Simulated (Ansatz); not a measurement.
# PBE0/6-31G(d) (spherical functions) run of CH4F3NSi (SMILES CN[Si](F)(F)F)

What is the vertical singlet–triplet gap of CH4F3NSi at PBE0/6-31G* (spherical functions)? 

The calculation is run with Ansatz 0.2.0.

67 further runs of the same task are left out: 67 set aside as unsound or not needed.

## (1) The system as given

The species is CH4F3NSi (10 atoms), meant as a singlet with charge 0. As SMILES, `CN[Si](F)(F)F`. The coordinates come from a PBE0-D4/def2-TZVP relaxation.

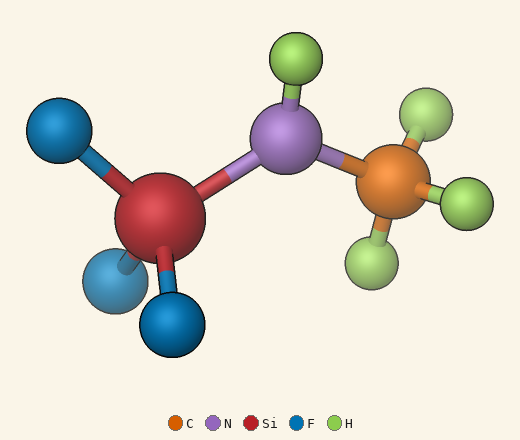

Viewed from a chosen angle; carbon orange, nitrogen purple, silicon red, fluorine blue, hydrogen green.

## (2) The energy at PBE0/6-31G(d) (spherical functions)

The input, in.yaml:

```yaml
basis:
  gaussian:
    orbitals: 6-31G_st_-spherical.json
crystal:
  periodic: [false, false, false]
  atoms:
    - {symbol: C, position_ang: [0.192100, -1.054000, 0.940300]}
    - {symbol: "N", position_ang: [0.609500, 0.071900, 0.126100]}
    - {symbol: Si, position_ang: [-0.361500, 0.924500, -0.931300]}
    - {symbol: F, position_ang: [-1.157900, -0.049900, -1.881500]}
    - {symbol: F, position_ang: [0.542600, 1.889500, -1.787100]}
    - {symbol: F, position_ang: [-1.475500, 1.819700, -0.258100]}
    - {symbol: H, position_ang: [0.924800, -1.863500, 0.893300]}
    - {symbol: H, position_ang: [-0.751400, -1.452800, 0.563600]}
    - {symbol: H, position_ang: [0.041900, -0.779100, 1.989000]}
    - {symbol: H, position_ang: [1.518500, 0.442600, 0.348500]}
magnetization:
  spin_polarized: false
hamiltonian:
  xc: {name: PBE0}
accuracy: high
output: {orbitals: {seedname: orbitals}}
```

The basis set 6-31G* is read from a file made from the Basis Set Exchange's data (not shown).

Launch:

```
$ ansatz run in.yaml --threads 1 --pin off --max-ram 2610MiB --events-out events.jsonl --progress --plain --runs-dir runs
```

Standard output:

```text
Warning: RAYON_NUM_THREADS=1 ignored (pool sized by the plan → 1); use --threads N
Functional definition: PBE0
  name "PBE0"
  parameter a = 0.25
  parameter kappa = 0.804
  parameter beta = 0.06672455060314922
  exchange = (1 - a)*pbe_x(kappa = kappa, mu = beta*pi^2/3) + a*exact_x
  correlation = pbe_c(beta = beta)
2214 factors; integrals over basis functions are off by at most 6.9e-9 eV
mean field evaluation 1: about -18604.5912 eV, gradient 6.2e1 eV
mean field evaluation 2: about -18601.0859 eV, gradient 7.5e1 eV
mean field evaluation 4: about -18611.1886 eV, gradient 1.7e0 eV
mean field evaluation 8: about -18611.4879 eV, gradient 2.0e-1 eV
mean field evaluation 16: about -18611.4880 eV, gradient 9.8e-5 eV
mean field -18611.48800322 eV, -683.9595687988 hartree, gradient 7.1e-8 eV, S^2 0.000000; 0 other end points of the search recorded, 0 dependent functions left out
reference -18611.48800586 eV, -683.9595688956 hartree; 29, 29 occupied and 67, 67 virtual orbitals, 2214 factors
Total energy: -18611.48800586 eV, -683.9595688956 hartree
```

It took 11 s on 1 thread of Arm Neoverse V1, shared host; peak memory 0.37 GiB.

## (3) The triplet at the same level

The input, input.yaml:

```yaml
crystal:
  periodic: [false, false, false]
  atoms:
    - {symbol: C, position_ang: [0.192100, -1.054000, 0.940300]}
    - {symbol: N, position_ang: [0.609500, 0.071900, 0.126100]}
    - {symbol: Si, position_ang: [-0.361500, 0.924500, -0.931300]}
    - {symbol: F, position_ang: [-1.157900, -0.049900, -1.881500]}
    - {symbol: F, position_ang: [0.542600, 1.889500, -1.787100]}
    - {symbol: F, position_ang: [-1.475500, 1.819700, -0.258100]}
    - {symbol: H, position_ang: [0.924800, -1.863500, 0.893300]}
    - {symbol: H, position_ang: [-0.751400, -1.452800, 0.563600]}
    - {symbol: H, position_ang: [0.041900, -0.779100, 1.989000]}
    - {symbol: H, position_ang: [1.518500, 0.442600, 0.348500]}
basis:
  gaussian:
    orbitals: 6-31G_st_-spherical.json
hamiltonian:
  xc: pbe0
output: {orbitals: {seedname: orbitals}}
magnetization:
  spin_polarized: true
  initial_magnetization: 2
accuracy: high
```

The basis set 6-31G* is read from a file made from the Basis Set Exchange's data (not shown).

Launch:

```
$ ansatz run input.yaml --threads 1 --pin off --max-ram 2610MiB --events-out events.jsonl --progress --plain --runs-dir runs
```

Standard output:

```text
Warning: RAYON_NUM_THREADS=1 ignored (pool sized by the plan → 1); use --threads N
Functional definition: PBE0
  name "PBE0"
  parameter a = 0.25
  parameter kappa = 0.804
  parameter beta = 0.06672455060314922
  exchange = (1 - a)*pbe_x(kappa = kappa, mu = beta*pi^2/3) + a*exact_x
  correlation = pbe_c(beta = beta)
2214 factors; integrals over basis functions are off by at most 6.9e-9 eV
mean field evaluation 1: about -18598.8634 eV, gradient 3.8e1 eV
mean field evaluation 2: about -18596.5405 eV, gradient 5.0e1 eV
mean field evaluation 4: about -18604.2241 eV, gradient 1.8e0 eV
mean field evaluation 8: about -18604.5962 eV, gradient 3.9e-1 eV
mean field evaluation 16: about -18604.5988 eV, gradient 7.7e-3 eV
mean field evaluation 32: about -18604.5988 eV, gradient 2.3e-7 eV
mean field -18604.59876623 eV, -683.7063940091 hartree, gradient 6.2e-8 eV, S^2 2.003908; 2 other end points of the search recorded, 0 dependent functions left out
reference -18604.59876902 eV, -683.7063941116 hartree; 30, 28 occupied and 66, 68 virtual orbitals, 2214 factors
Total energy: -18604.59876902 eV, -683.7063941116 hartree
```

It took 31 s on 1 thread of Arm Neoverse V1, shared host; peak memory 0.54 GiB.

## (4) Results

Level: PBE0/6-31G* (spherical functions).

```
                                        quantity          value
                           singlet: total energy  -683.95957 Eh
                            singlet: HOMO energy       -7.53 eV
                            singlet: LUMO energy        1.47 eV
                          singlet: HOMO–LUMO gap        8.99 eV
                           triplet: total energy  -683.70639 Eh
     triplet: HOMO energy (highest over α and β)       -1.21 eV
                                   triplet: ⟨S²⟩          2.004
vertical energy of the triplet above the singlet       6.889 eV
```

In words: At this shape the triplet lies 6.89 eV (159 kcal/mol) above the singlet.
